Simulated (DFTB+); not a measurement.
**GaHBrCl: single-point calculation**

- system: GaHBrCl, SMILES [Cl][GaH][Br]
- method: GFN1-xTB, R-SCC, dispersion built in (DFTB+ 25.1)

The geometry comes from this level: PBE0-D4/def2-TZVP.

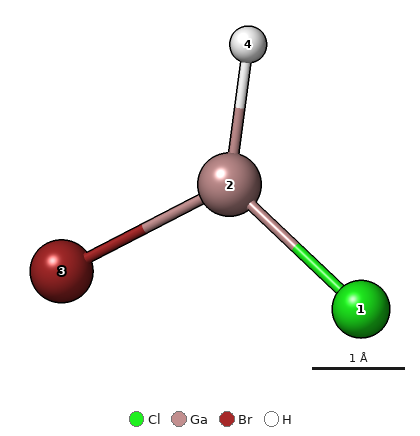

**Figure 1.** The input geometry (ball-and-stick view, seen at a tilt; atoms are numbered from 1 in the order of the input). Sticks mark near contacts. Bond lengths as drawn: Br–Ga 2.27 Å, Cl–Ga 2.13 Å and Ga–H 1.55 Å.

## Input file (dftb_in.hsd)
```
Geometry = GenFormat {
  4 C
  Cl Ga Br H
     1  1     -1.970500     -0.096100     -0.528400
     2  2      0.088800      0.166300     -0.052400
     3  3      1.109200     -1.623600      0.905300
     4  4      0.828100      1.493000     -0.344800
}
Hamiltonian = xTB {
  Method = "GFN1-xTB"
  Charge = 0
  MaxSCCIterations = 100
  Mixer = Broyden {
    MixingParameter = 0.02
  }
}
Options {
  WriteResultsTag = Yes
}
ParserOptions {
  ParserVersion = 14
}
```

Run as:
```bash
dftb+ > dftb.out
```

## Log
```
|  DFTB+ development version (commit: a23bfb2)

Reading input file 'dftb_in.hsd'
Parser version: 14

--------------------------------------------------------------------------------

Processed input in HSD format written to 'dftb_pin.hsd'

Starting initialization...
--------------------------------------------------------------------------------
OpenMP threads:              1
Chosen random seed:          492537366
Current stacksize:           unlimited
Mode:                        Static calculation
Self consistent charges:     Yes
SCC-tolerance:                 0.100000E-04
Max. scc iterations:                    100
Shell resolved Hubbard:      Yes
Spin polarisation:           No
Nr. of up electrons:             9.000000
Nr. of down electrons:           9.000000
Periodic boundaries:         No
Electronic solver:           Relatively robust
Mixer:                       Broyden mixer
Mixing parameter:                  0.020000
Nr. of chrg. vec. in memory:            100
Max. SCC-cycles:                        100
tblite library version:      0.3.0
-> parametrization:          GFN1-xTB
-> repulsion:                Yes
-> dispersion:               Yes
-> halogen bonding:          Yes
-> electrostatics:           Yes
   -> isotropic:             Yes
   -> anisotropic:           No
   -> third-order:           Yes
Electronic temperature:              0.950045E-03 H      0.258520E-01 eV
Initial charges:             Set automatically (system chrg:   0.000E+00)
Included shells:            Cl:  s, p, d
                            Ga:  s, p, d
                            Br:  s, p, d
                             H:  s, s2
Extra options:
                             Mulliken analysis

--------------------------------------------------------------------------------

***  Geometry step: 0

 iSCC Total electronic   Diff electronic      SCC error
    1   -0.10130703E+02    0.00000000E+00    0.94673475E+00
    2   -0.10132173E+02   -0.10130703E+02    0.92532413E+00
    3   -0.10081188E+02   -0.14700793E-02    0.44998589E+00
    4   -0.99208705E+01    0.50985020E-01    0.90979260E+00
    5   -0.10073592E+02    0.16031732E+00    0.48555273E+00
    6   -0.10103496E+02   -0.15272191E+00    0.36965832E+00
    7   -0.10115422E+02   -0.29903597E-01    0.31426122E+00
    8   -0.10143637E+02   -0.11926281E-01    0.12590783E+00
    9   -0.10147936E+02   -0.28215001E-01    0.63211855E-01
   10   -0.10148220E+02   -0.42988790E-02    0.56674777E-01
   11   -0.10148416E+02   -0.28384347E-03    0.51093740E-01
   12   -0.10149066E+02   -0.19637364E-03    0.19726323E-01
   13   -0.10149168E+02   -0.64947503E-03    0.47173040E-02
   14   -0.10149172E+02   -0.10176831E-03    0.21518809E-02
   15   -0.10149173E+02   -0.47433832E-05    0.14293989E-02
   16   -0.10149173E+02   -0.67210989E-06    0.19449464E-02
   17   -0.10149172E+02    0.50252823E-06    0.20055597E-02
   18   -0.10149174E+02    0.48694634E-07    0.18656232E-03
   19   -0.10149174E+02   -0.11258573E-05    0.14466606E-05

Total Energy:                      -10.1210074455 H         -275.4066 eV
Extrapolated to 0K:                -10.1210074455 H         -275.4066 eV
Total Mermin free energy:          -10.1210074455 H         -275.4066 eV
Force related energy:              -10.1210074455 H         -275.4066 eV

--------------------------------------------------------------------------------
--------------------------------------------------------------------------------
SCC                                    +       0.01 ( 84.6%)       0.01 ( 87.5%)
--------------------------------------------------------------------------------
Missing                                +       0.00 ( 15.4%)       0.00 ( 12.5%)
Total                                  =       0.02 (100.0%)       0.02 (100.0%)
--------------------------------------------------------------------------------
```

## File detailed.out
```
Fermi distribution function

Calculation with static geometry

********************************************************************************
 iSCC Total electronic   Diff electronic      SCC error
   19   -0.10149174E+02   -0.11258573E-05    0.14466606E-05
********************************************************************************

 Total charge:    -0.00000000

 Atomic gross charges (e)
 Atom           Charge
    1      -0.19148525
    2       0.35231818
    3      -0.08032581
    4      -0.08050712

Nr. of electrons (up):     18.00000000
Atom populations (up)
 Atom       Population
    1       7.19148525
    2       2.64768182
    3       7.08032581
    4       1.08050712

l-shell populations (up)
 Atom Sh.   l       Population
    1   1   0       1.88927981
    1   2   1       5.30837400
    1   3   2      -0.00616856
    2   1   0       1.15539048
    2   2   1       1.02116374
    2   3   2       0.47112761
    3   1   0       1.90198010
    3   2   1       5.18999034
    3   3   2      -0.01164463
    4   1   0       1.07936407
    4   2   0       0.00114304

Orbital populations (up)
 Atom Sh.   l   m       Population  Label
    1   1   0   0       1.88927981  s
    1   2   1  -1       1.87102437  p_y
    1   2   1   0       1.83660617  p_z
    1   2   1   1       1.60074346  p_x
    1   3   2  -2      -0.00083348  d_xy
    1   3   2  -1      -0.00110746  d_yz
    1   3   2   0      -0.00009234  d_z2
    1   3   2   1      -0.00196907  d_xz
    1   3   2   2      -0.00216620  d_x2-y2
    2   1   0   0       1.15539048  s
    2   2   1  -1       0.45673989  p_y
    2   2   1   0       0.20383759  p_z
    2   2   1   1       0.36058625  p_x
    2   3   2  -2       0.07824194  d_xy
    2   3   2  -1       0.09576694  d_yz
    2   3   2   0       0.05611667  d_z2
    2   3   2   1       0.11124041  d_xz
    2   3   2   2       0.12976165  d_x2-y2
    3   1   0   0       1.90198010  s
    3   2   1  -1       1.62533957  p_y
    3   2   1   0       1.76595210  p_z
    3   2   1   1       1.79869867  p_x
    3   3   2  -2      -0.00108347  d_xy
    3   3   2  -1      -0.00143373  d_yz
    3   3   2   0      -0.00234197  d_z2
    3   3   2   1      -0.00343957  d_xz
    3   3   2   2      -0.00334589  d_x2-y2
    4   1   0   0       1.07936407  s
    4   2   0   0       0.00114304  s2

Fermi level:                        -0.3403625261 H           -9.2617 eV
Band energy:                        -9.9929041458 H         -271.9208 eV
TS:                                  0.0000000000 H            0.0000 eV
Band free energy (E-TS):            -9.9929041458 H         -271.9208 eV
Extrapolated E(0K):                 -9.9929041458 H         -271.9208 eV
Input / Output electrons (q):     18.0000000000     18.0000000000

Energy H0:                         -10.1529330456 H         -276.2754 eV
Energy SCC:                          0.0037594535 H            0.1023 eV
Total Electronic energy:           -10.1491735920 H         -276.1731 eV
Repulsive energy:                    0.0294136170 H            0.8004 eV
Halogen correction energy:           0.0000000000 H            0.0000 eV
Total energy:                      -10.1210074455 H         -275.4066 eV
Extrapolated to 0:                 -10.1210074455 H         -275.4066 eV
Total Mermin free energy:          -10.1210074455 H         -275.4066 eV
Force related energy:              -10.1210074455 H         -275.4066 eV

Non-constrained calculation

SCC converged

Dipole moment:    0.53151508    0.76560360   -0.13958565 au
Dipole moment:    1.35097670    1.94597040   -0.35479137 Debye
```

## File band.out
```
 KPT            1  SPIN            1  KWEIGHT    1.0000000000000000
     1    -24.5950  2.00000
     2    -19.5254  2.00000
     3    -15.3452  2.00000
     4    -13.2737  2.00000
     5    -13.0898  2.00000
     6    -13.0028  2.00000
     7    -12.5112  2.00000
     8    -12.3761  2.00000
     9    -12.2412  2.00000
    10     -6.2823  0.00000
    11     -5.0297  0.00000
    12     -3.0886  0.00000
    13     -3.0861  0.00000
    14     -2.9880  0.00000
    15     -2.1046  0.00000
    16     -2.0367  0.00000
    17     -1.6679  0.00000
    18     -1.1349  0.00000
    19     -1.0521  0.00000
    20     -0.9876  0.00000
    21     -0.8353  0.00000
    22     -0.4680  0.00000
    23      0.2209  0.00000
    24      0.9618  0.00000
    25      1.7391  0.00000
    26      2.2791  0.00000
    27      4.4276  0.00000
    28     14.8005  0.00000
    29     25.2808  0.00000
```

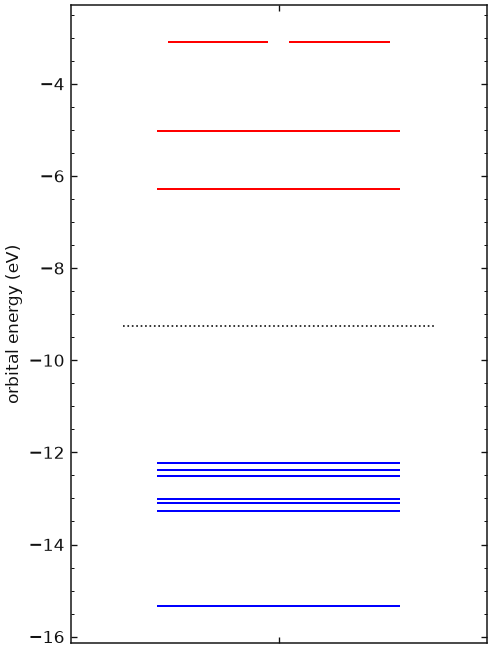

**Figure 2.** Orbital energies near the frontier; the dotted line parts filled from empty levels, and levels within 0.02 eV of each other stand side by side. Highest filled −12.24 eV, lowest empty −6.28 eV, 5.96 eV apart.

## Key numbers

```csv
quantity,value
outcome,converged
Mermin free energy,−10.121007 hartree
basis functions,29
HOMO,−12.24 eV
LUMO,−6.28 eV
dipole moment,2.40 D
hardware,"1 thread of Intel Xeon @ 2.50GHz (Skylake/Cascade Lake), 32 GiB of memory available, shared host"
peak memory,0.073 GiB
```

## Remarks

Settings chosen away from the usual ones: mixer_damping.
